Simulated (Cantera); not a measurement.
Input: 1 mol V, 0.15 mol N2O, 31 mol N2, at 98.0 mbar.

Method: chemical equilibrium by Gibbs-energy minimisation in Cantera with the NASA 1993 tables (ideal gas, pure condensed phases). Candidate condensed phases: V, VN, VO, V2O3, V2O4, V2O5; 13 gas species. Each liquid is taken as pure. Mutual solubility and eutectic melting of coexisting phases are not modelled. VN, VO: taken at fixed stoichiometry. Condensed phases not in the tables: the oxides between V2O3 and V2O5 other than VO2, solid solutions among these carbides, nitrides and lower oxides, V2N, N, O or C dissolved in the metal. The numbers say what is thermodynamically allowed, not how fast it happens.

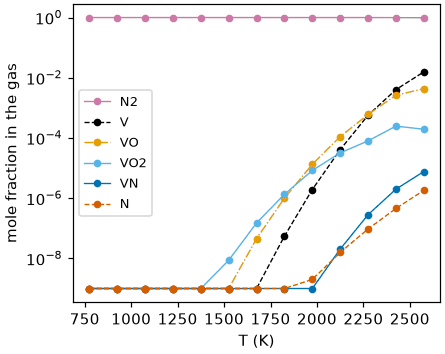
*Equilibrium gas composition (values under 1e-9 drawn at 1e-9)*

From 775 K to 1525 K the condensed part is VN(s) + V2O3(s). From 1675 K to 1975 K the condensed part is VN(s) + VO(s). From 2125 K to 2275 K the condensed part is VN(s) + VO(l). At 2425 K the condensed part is V(l) + VO(l). At 2575 K the condensed part is V(l).
